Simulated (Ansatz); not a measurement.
**Response to strain in PbS**

The parent structure is PbS in the rock salt structure (space group Fm-3m, No. 225; a = 5.9027 Å).

Strains are applied to the cell and any free atomic positions relax.

Calculations: DFT with PBEsol, PAW potentials and a 420 eV plane-wave cutoff in Ansatz (a program for electronic structure), scalar-relativistic without spin-orbit coupling.

Notes on the quantities. energy relative to the base: free energy F.

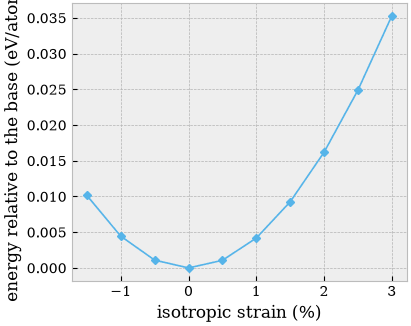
Energy relative to the base against isotropic strain

| isotropic strain (%) | energy relative to the base |
|---|---|
| -1.5 | +10 meV/atom |
| -1 | +4.4 meV/atom |
| -0.5 | +1.1 meV/atom |
| 0.5 | +1.1 meV/atom |
| 1 | +4.2 meV/atom |
| 1.5 | +9.3 meV/atom |
| 2 | +16 meV/atom |
| 2.5 | +25 meV/atom |
| 3 | +35 meV/atom |

Whether these cells are dynamically stable was not tested. All final runs are without spin polarisation.
